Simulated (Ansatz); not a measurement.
Molecular dynamics, with input and output: AlCl$_{3}$

The run: molecular dynamics of AlCl$_{3}$. Method and program: RKS PBE/6-31G* (Ansatz 0.2.0).

The geometry comes from this level: B3LYP-D4/def2-TZVP.

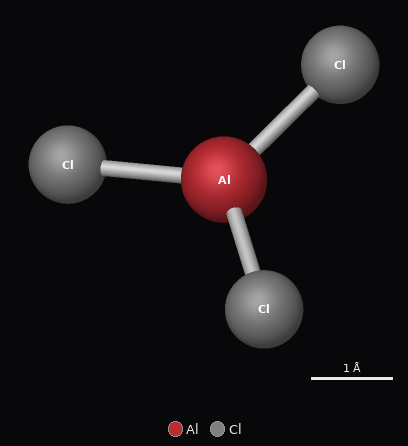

**Figure 1.** The starting structure (ball-and-stick view, seen at a tilt). Sticks mark near contacts.

**Input file**
```yaml
crystal:
  periodic: [false, false, false]
  atoms:
    - {symbol: Al, position_ang: [-0.000015, 0.000007, 0.000022]}
    - {symbol: Cl, position_ang: [-1.932212, -0.598736, 0.473846]}
    - {symbol: Cl, position_ang: [1.478150, -0.010081, 1.459970]}
    - {symbol: Cl, position_ang: [0.454078, 0.608810, -1.933828]}
basis:
  gaussian: {orbitals: "6-31G*"}
hamiltonian: {xc: {name: PBE}}
md: {timestep: 0.5 fs, n_steps: 15, ensemble: nve, temperature: 300, initial_velocities: maxwell_boltzmann, seed: 601}
scf: {omitted_lower_state_checks: [starts]}
```

Launched with:
```bash
ansatz run in.yaml --threads 2 --pin off --events-out ev --progress --plain --max-ram 4352MiB
```

**Output**
```
Functional definition: PBE
  name "PBE"
  cite "Perdew, Burke & Ernzerhof, Phys. Rev. Lett. 77, 3865 (1996) doi:10.1103/PhysRevLett.77.3865"
  parent pbe
  parameter kappa = 0.804
  parameter beta = 0.06672455060314922
  exchange = pbe_x(kappa = kappa, mu = beta*pi^2/3)
  correlation = pbe_c(beta = beta)
these checks for a lower state are left out or cut short: starts
881 factors; their error is unknown
mean field evaluation 1: about -44148.2172 eV, gradient 2.2e1 eV
mean field evaluation 2: about -44147.2178 eV, gradient 2.9e1 eV
mean field evaluation 4: about -44149.5756 eV, gradient 7.1e-1 eV
mean field evaluation 8: about -44149.5531 eV, gradient 2.3e-3 eV
mean field -44149.55309092 eV, -1622.4661504494 hartree, gradient 1.7e-5 eV, S^2 0.000000; 0 other end points of the search recorded, 0 dependent functions left out
the calculation of the forces begins
reference -44149.55312820 eV, -1622.4661518194 hartree; 32, 32 occupied and 44, 44 virtual orbitals, 881 factors
md step     0: t =     0.00 fs  T =   300.0 K  F+E_penalty+E_count = -44149.55309092 eV  E_kin = 0.077556 eV  conserved = -44149.47553492 eV  (20 SCF iters)
these checks for a lower state are left out or cut short: starts, cluster_reference, orbital_swaps, neighbouring_geometries, increment
881 factors; their error is unknown
mean field evaluation 16: about -44149.5526 eV, gradient 9.1e-5 eV
mean field -44149.55258221 eV, -1622.4661317545 hartree, gradient 7.7e-6 eV, S^2 0.000000; 0 other end points of the search recorded, 0 dependent functions left out
[... from here on the field's lines of each further geometry are left out, up to the last ...]
md step     1: t =     0.50 fs  T =   298.0 K  F+E_penalty+E_count = -44149.55258221 eV  E_kin = 0.077048 eV  conserved = -44149.47553461 eV  (20 SCF iters)
md step     2: t =     1.00 fs  T =   294.3 K  F+E_penalty+E_count = -44149.55162220 eV  E_kin = 0.076088 eV  conserved = -44149.47553390 eV  (20 SCF iters)
md step     3: t =     1.50 fs  T =   288.9 K  F+E_penalty+E_count = -44149.55022276 eV  E_kin = 0.074689 eV  conserved = -44149.47553327 eV  (20 SCF iters)
md step     4: t =     2.00 fs  T =   281.9 K  F+E_penalty+E_count = -44149.54840063 eV  E_kin = 0.072869 eV  conserved = -44149.47553178 eV  (20 SCF iters)
md step     5: t =     2.50 fs  T =   273.3 K  F+E_penalty+E_count = -44149.54618015 eV  E_kin = 0.070650 eV  conserved = -44149.47552992 eV  (20 SCF iters)
md step     6: t =     3.00 fs  T =   263.3 K  F+E_penalty+E_count = -44149.54359087 eV  E_kin = 0.068063 eV  conserved = -44149.47552765 eV  (20 SCF iters)
md step     7: t =     3.50 fs  T =   252.0 K  F+E_penalty+E_count = -44149.54066789 eV  E_kin = 0.065143 eV  conserved = -44149.47552515 eV  (20 SCF iters)
md step     8: t =     4.00 fs  T =   239.6 K  F+E_penalty+E_count = -44149.53745064 eV  E_kin = 0.061929 eV  conserved = -44149.47552208 eV  (21 SCF iters)
md step     9: t =     4.50 fs  T =   226.2 K  F+E_penalty+E_count = -44149.53398388 eV  E_kin = 0.058465 eV  conserved = -44149.47551911 eV  (21 SCF iters)
md step    10: t =     5.00 fs  T =   212.0 K  F+E_penalty+E_count = -44149.53031505 eV  E_kin = 0.054799 eV  conserved = -44149.47551591 eV  (20 SCF iters)
md step    11: t =     5.50 fs  T =   197.2 K  F+E_penalty+E_count = -44149.52649498 eV  E_kin = 0.050982 eV  conserved = -44149.47551258 eV  (20 SCF iters)
md step    12: t =     6.00 fs  T =   182.1 K  F+E_penalty+E_count = -44149.52257679 eV  E_kin = 0.047068 eV  conserved = -44149.47550922 eV  (20 SCF iters)
md step    13: t =     6.50 fs  T =   166.8 K  F+E_penalty+E_count = -44149.51861508 eV  E_kin = 0.043109 eV  conserved = -44149.47550592 eV  (21 SCF iters)
md step    14: t =     7.00 fs  T =   151.5 K  F+E_penalty+E_count = -44149.51466486 eV  E_kin = 0.039162 eV  conserved = -44149.47550246 eV  (21 SCF iters)
the calculation of the forces begins
reference -44149.51081862 eV, -1622.4645969709 hartree; 32, 32 occupied and 44, 44 virtual orbitals, 881 factors
these checks for a lower state are left out or cut short: starts
881 factors; their error is unknown
mean field -44149.51078139 eV, -1622.4645956028 hartree, gradient 3.9e-6 eV, S^2 0.000000; 0 other end points of the search recorded, 0 dependent functions left out
the calculation of the forces begins
reference -44149.51081862 eV, -1622.4645969709 hartree; 32, 32 occupied and 44, 44 virtual orbitals, 881 factors
md step    15: t =     7.50 fs  T =   136.5 K  F+E_penalty+E_count = -44149.51078139 eV  E_kin = 0.035282 eV  conserved = -44149.47549897 eV  (11 SCF iters)
```

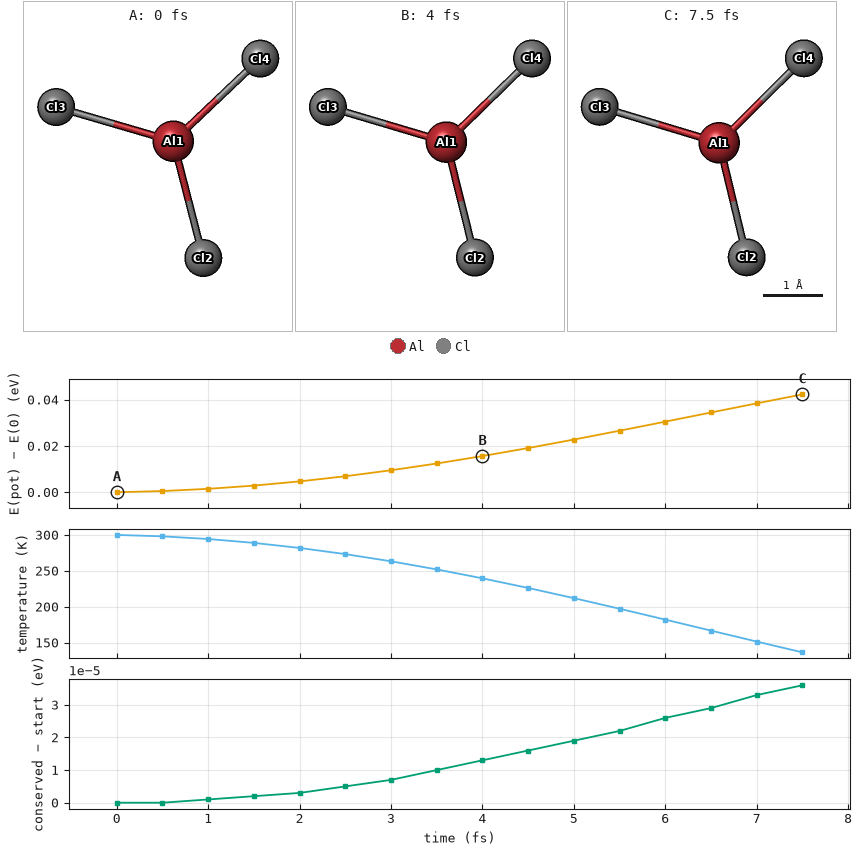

**Figure 2.** Frames of the molecular dynamics (ball-and-stick, seen at a tilt) above the curves, on which the letters mark them. The trajectory kept here has 16 frames over 7.5 fs. The temperature starts at 300 K, ranges from 136 to 300 K and averages 189 K over the second half. The potential energy ends 0.042 eV above its first value. The conserved quantity stays within 3.6e-05 eV. After an unweighted best fit of the last frame on the first, the root-mean-square displacement is 0.02 Å, and Al1 has moved furthest (0.04 Å).

```
Total energy: -44149.51081862 eV, -1622.4645969709 hartree
Atom 0 at    -0.035519    -0.014668    -0.020053 Å, force     1.341231     0.243945     0.469348 eV/Å
Atom 1 at    -1.917883    -0.593405     0.477822 Å, force    -1.080521    -0.335828     0.244898 eV/Å
Atom 2 at     1.484534    -0.007319     1.466256 Å, force    -0.318697    -0.017956    -0.299902 eV/Å
Atom 3 at     0.460387     0.611887    -1.928810 Å, force     0.057987     0.109839    -0.414344 eV/Å
Dipole moment:    -0.093936    -0.023305    -0.045021 e Å
Checks for a lower state left out: starts
```

**Trajectory as extended XYZ (Å, eV, eV/Å), 16 frames, from step=0 to step=15**
```
4
Properties=species:S:1:pos:R:3:forces:R:3 step=0 time_fs=0.0 energy=-44149.55309 temperature=300.0
Al    0.0000    0.0000    0.0000    0.0007   0.0003  -0.0005
Cl   -1.9322   -0.5987    0.4738   -0.2651  -0.0821   0.0650
Cl    1.4782   -0.0101    1.4600    0.2023  -0.0014   0.1998
Cl    0.4541    0.6088   -1.9338    0.0621   0.0832  -0.2643
4
Properties=species:S:1:pos:R:3:forces:R:3 step=1 time_fs=0.5 energy=-44149.55258 temperature=298.0
Al   -0.0027   -0.0010   -0.0014    0.1019   0.0168   0.0418
Cl   -1.9310   -0.5983    0.4740   -0.3246  -0.1007   0.0773
Cl    1.4786   -0.0099    1.4604    0.1603  -0.0021   0.1592
Cl    0.4545    0.6090   -1.9333    0.0623   0.0861  -0.2782
4
Properties=species:S:1:pos:R:3:forces:R:3 step=2 time_fs=1.0 energy=-44149.55162 temperature=294.3
Al   -0.0054   -0.0021   -0.0029    0.2031   0.0336   0.0828
Cl   -1.9298   -0.5979    0.4743   -0.3844  -0.1194   0.0897
Cl    1.4790   -0.0097    1.4608    0.1189  -0.0029   0.1192
Cl    0.4549    0.6091   -1.9329    0.0625   0.0888  -0.2917
4
Properties=species:S:1:pos:R:3:forces:R:3 step=3 time_fs=1.5 energy=-44149.55022 temperature=288.9
Al   -0.0081   -0.0031   -0.0044    0.3037   0.0506   0.1224
Cl   -1.9286   -0.5974    0.4745   -0.4444  -0.1381   0.1024
Cl    1.4795   -0.0095    1.4613    0.0781  -0.0038   0.0799
Cl    0.4553    0.6093   -1.9324    0.0626   0.0914  -0.3047
4
Properties=species:S:1:pos:R:3:forces:R:3 step=4 time_fs=2.0 energy=-44149.54840 temperature=281.9
Al   -0.0107   -0.0041   -0.0058    0.4035   0.0678   0.1605
Cl   -1.9274   -0.5970    0.4747   -0.5043  -0.1568   0.1152
Cl    1.4799   -0.0093    1.4617    0.0382  -0.0048   0.0415
Cl    0.4557    0.6095   -1.9320    0.0626   0.0938  -0.3172
4
Properties=species:S:1:pos:R:3:forces:R:3 step=5 time_fs=2.5 energy=-44149.54618 temperature=273.3
Al   -0.0133   -0.0051   -0.0072    0.5020   0.0850   0.1970
Cl   -1.9263   -0.5966    0.4749   -0.5638  -0.1754   0.1280
Cl    1.4804   -0.0091    1.4622   -0.0008  -0.0058   0.0040
Cl    0.4561    0.6097   -1.9316    0.0626   0.0961  -0.3291
4
Properties=species:S:1:pos:R:3:forces:R:3 step=6 time_fs=3.0 energy=-44149.54359 temperature=263.3
Al   -0.0159   -0.0061   -0.0086    0.5990   0.1023   0.2319
Cl   -1.9252   -0.5962    0.4752   -0.6227  -0.1937   0.1409
Cl    1.4808   -0.0090    1.4626   -0.0387  -0.0069  -0.0323
Cl    0.4565    0.6099   -1.9312    0.0625   0.0983  -0.3405
4
Properties=species:S:1:pos:R:3:forces:R:3 step=7 time_fs=3.5 energy=-44149.54067 temperature=252.0
Al   -0.0184   -0.0072   -0.0100    0.6940   0.1195   0.2651
Cl   -1.9242   -0.5958    0.4754   -0.6808  -0.2118   0.1537
Cl    1.4813   -0.0088    1.4630   -0.0754  -0.0080  -0.0676
Cl    0.4569    0.6101   -1.9308    0.0623   0.1003  -0.3512
4
Properties=species:S:1:pos:R:3:forces:R:3 step=8 time_fs=4.0 energy=-44149.53745 temperature=239.6
Al   -0.0208   -0.0081   -0.0114    0.7866   0.1365   0.2965
Cl   -1.9232   -0.5955    0.4757   -0.7377  -0.2295   0.1664
Cl    1.4817   -0.0086    1.4635   -0.1110  -0.0091  -0.1016
Cl    0.4573    0.6103   -1.9305    0.0620   0.1021  -0.3614
4
Properties=species:S:1:pos:R:3:forces:R:3 step=9 time_fs=4.5 energy=-44149.53398 temperature=226.2
Al   -0.0232   -0.0091   -0.0127    0.8766   0.1533   0.3262
Cl   -1.9223   -0.5951    0.4759   -0.7932  -0.2467   0.1789
Cl    1.4822   -0.0084    1.4639   -0.1451  -0.0103  -0.1342
Cl    0.4577    0.6105   -1.9302    0.0617   0.1037  -0.3709
4
Properties=species:S:1:pos:R:3:forces:R:3 step=10 time_fs=5.0 energy=-44149.53032 temperature=212.0
Al   -0.0255   -0.0101   -0.0140    0.9636   0.1698   0.3542
Cl   -1.9214   -0.5948    0.4762   -0.8470  -0.2634   0.1911
Cl    1.4826   -0.0082    1.4643   -0.1779  -0.0115  -0.1655
Cl    0.4582    0.6107   -1.9299    0.0613   0.1052  -0.3798
4
Properties=species:S:1:pos:R:3:forces:R:3 step=11 time_fs=5.5 energy=-44149.52649 temperature=197.2
Al   -0.0277   -0.0110   -0.0153    1.0472   0.1858   0.3805
Cl   -1.9206   -0.5945    0.4765   -0.8988  -0.2795   0.2029
Cl    1.4830   -0.0080    1.4648   -0.2092  -0.0128  -0.1954
Cl    0.4586    0.6109   -1.9296    0.0608   0.1065  -0.3880
4
Properties=species:S:1:pos:R:3:forces:R:3 step=12 time_fs=6.0 energy=-44149.52258 temperature=182.1
Al   -0.0298   -0.0120   -0.0165    1.1271   0.2013   0.4051
Cl   -1.9198   -0.5942    0.4768   -0.9483  -0.2949   0.2143
Cl    1.4834   -0.0079    1.4652   -0.2390  -0.0141  -0.2238
Cl    0.4591    0.6111   -1.9294    0.0602   0.1076  -0.3956
4
Properties=species:S:1:pos:R:3:forces:R:3 step=13 time_fs=6.5 energy=-44149.51862 temperature=166.8
Al   -0.0318   -0.0129   -0.0178    1.2029   0.2162   0.4281
Cl   -1.9191   -0.5939    0.4771   -0.9953  -0.3094   0.2251
Cl    1.4838   -0.0077    1.4655   -0.2672  -0.0154  -0.2507
Cl    0.4595    0.6114   -1.9292    0.0595   0.1085  -0.4025
4
Properties=species:S:1:pos:R:3:forces:R:3 step=14 time_fs=7.0 energy=-44149.51467 temperature=151.5
Al   -0.0337   -0.0138   -0.0189    1.2744   0.2305   0.4495
Cl   -1.9184   -0.5936    0.4775   -1.0394  -0.3231   0.2354
Cl    1.4842   -0.0075    1.4659   -0.2938  -0.0167  -0.2761
Cl    0.4599    0.6116   -1.9290    0.0588   0.1093  -0.4087
4
Properties=species:S:1:pos:R:3:forces:R:3 step=15 time_fs=7.5 energy=-44149.51078 temperature=136.5
Al   -0.0355   -0.0147   -0.0201    1.3412   0.2439   0.4693
Cl   -1.9179   -0.5934    0.4778   -1.0805  -0.3358   0.2449
Cl    1.4845   -0.0073    1.4663   -0.3187  -0.0180  -0.2999
Cl    0.4604    0.6119   -1.9288    0.0580   0.1098  -0.4143
```

**Key numbers**

```tsv
quantity	value
outcome	finished
mean temperature over the second half	189 K
trajectory	15 steps, 7.5 fs
ensemble	nve
temperature in the input	300 K
time step	0.5 fs
potential energy (last step)	−44149.5108 eV
SCF solution under orbital rotations (last step)	stable
largest force (length of the vector) (last step)	1.442 eV/Å
dipole moment (last step)	0.51 D
hardware	2 threads of Arm Neoverse V2, 23 GiB of memory available, shared host
wall time	15 s (CPU time 29 s)
peak memory	0.13 GiB
```

**Remarks**

So short a trajectory is not equilibrated.
